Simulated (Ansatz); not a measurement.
# Si (diamond structure), cut as [100] fin, 0.27 nm along [100] by 0.55 nm along [010], dimers on {100} faces, F-ended

Computed with PBE (plane waves to 420 eV, PAW; Ansatz, a program for electronic structure).

k-points: Γ-centred 1×1×5 mesh; occupations: Fermi-Dirac, 0.020 eV; spin polarisation not allowed. No spin-orbit coupling.

 The relaxation kept the symmetry of its start, so a lower minimum of less symmetry isn't excluded. The period along the axis is held at the bulk value.

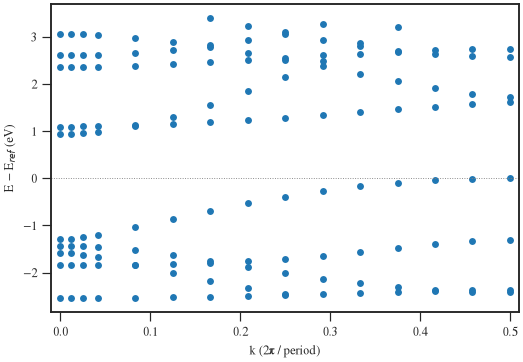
*Levels along the axis at 15 k-points, drawn as points, zero at the top of the valence band*

Electronic character: not metallic; Kohn-Sham band gap: 0.94 eV. Only levels within the plotted window are shown.
